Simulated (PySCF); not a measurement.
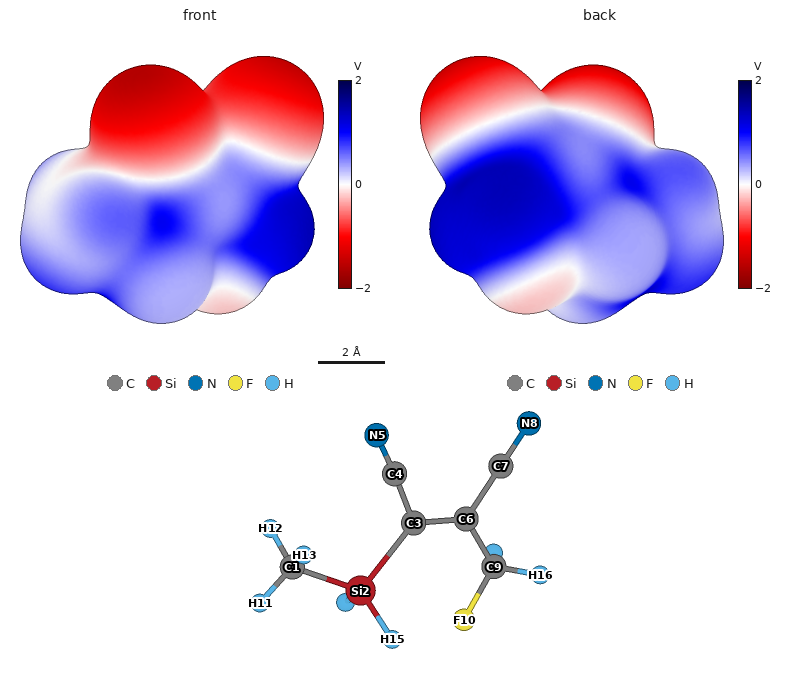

Figure. C$_{6}$H$_{7}$FN$_{2}$Si (SMILES C[SiH2]/C(C#N)=C(/C#N)CF). The electrostatic potential painted on the density surface at 0.001 e/bohr³, seen from the front and from behind; the colour scale runs from red (negative) to blue (positive). The bare structure is drawn below in the same view.

Geometry: GFN2-xTB.

All numbers below come from PySCF, PBE0/pcSseg-1, SCF density, gas phase, non-relativistic.

```yaml
atoms:
  - { symbol: C, position_ang: [2.8061, 0.1037, -0.3047] }
  - { symbol: Si, position_ang: [1.1385, -0.7686, -0.5009] }
  - { symbol: C, position_ang: [-0.1872, 0.4482, 0.1650] }
  - { symbol: C, position_ang: [0.2943, 1.7098, 0.5545] }
  - { symbol: N, position_ang: [0.7487, 2.7203, 0.8538] }
  - { symbol: C, position_ang: [-1.5060, 0.2019, 0.2870] }
  - { symbol: C, position_ang: [-2.3762, 1.1942, 0.8017] }
  - { symbol: N, position_ang: [-3.0809, 1.9977, 1.2159] }
  - { symbol: C, position_ang: [-2.2043, -1.0746, -0.0761] }
  - { symbol: F, position_ang: [-1.3833, -1.9478, -0.7362] }
  - { symbol: H, position_ang: [3.6152, -0.5285, -0.6578] }
  - { symbol: H, position_ang: [3.0113, 0.3518, 0.7335] }
  - { symbol: H, position_ang: [2.8421, 1.0312, -0.8704] }
  - { symbol: H, position_ang: [1.0679, -1.9634, 0.3413] }
  - { symbol: H, position_ang: [0.8275, -1.0070, -1.9096] }
  - { symbol: H, position_ang: [-3.0586, -0.8696, -0.7340] }
  - { symbol: H, position_ang: [-2.5620, -1.5872, 0.8272] }
```

> Which sites attract a positive test charge, and which a negative one?

A positive charge is drawn to the negative regions and a negative charge to the positive ones. The most negative region (about −1.5 V) lies over N5, the most positive (about +1.4 V) over C9, H16 and H17. N5 is the likeliest acceptor of a hydrogen bond.

> What dipole moment does the calculation give?

Its dipole moment is 4.99 D.
